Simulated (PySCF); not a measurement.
System: C$_{12}$H$_{10}$ (SMILES C#CC1=C(C=C)C(=C)C=CC=C1).

Input

```
{"job": {"xc": "wB97X-D", "basis": "6-31G*", "kind": "nmr", "pop": true}, "charge": 0, "multiplicity": 1}
C     -2.482114     1.113525    -2.213416
C     -1.535421     0.802914    -1.542142
C     -0.340084     0.580352    -0.807103
C     -0.299414    -0.353632     0.183996
C     -1.474377    -1.151632     0.536890
C     -2.322964    -1.718880    -0.310011
C      0.882622    -0.665866     1.002696
C      1.112291    -1.921983     1.402412
C      1.717292     0.423491     1.492502
C      2.116942     1.515089     0.823911
C      1.794008     1.865887    -0.528418
C      0.735634     1.443205    -1.243063
H     -3.339037     1.331535    -2.777929
H     -1.593884    -1.315863     1.602156
H     -2.209696    -1.635761    -1.376792
H     -3.154897    -2.306087     0.040592
H      1.943346    -2.161138     2.043895
H      0.506373    -2.745592     1.067201
H      2.084684     0.282002     2.502213
H      2.796325     2.194104     1.324737
H      2.456329     2.587816    -0.990067
H      0.595630     1.855899    -2.235110
```

Command:

```sh
OMP_NUM_THREADS=1 python ens_run.py task.json out
```

Geometry: GFN2-xTB.

Theory: wB97X-D/6-31G*, SCF density, gas phase, non-relativistic in PySCF 2.14.0.

Question: Predict the electron density and electron localisation function between the atoms.

Answer: C–C (1.20 Å): ρ at the midpoint is about 2.7 e/Å³; the ELF peaks at about 0.85 between the atoms: a short, multiple covalent bond.
C–H (1.05 Å): ρ is about 2.1 e/Å³ halfway; the ELF climbs to about 1 towards the hydrogen, as it does in any bond to H: an ordinary covalent bond to hydrogen.

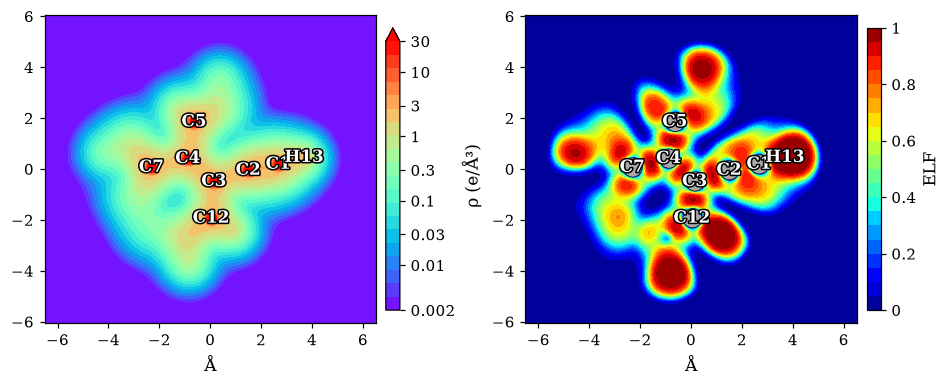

Computed electron density and electron localisation function on the plane of atoms C4, C3 and C12, in this order. Grey discs cover the atomic cores in the ELF map. 
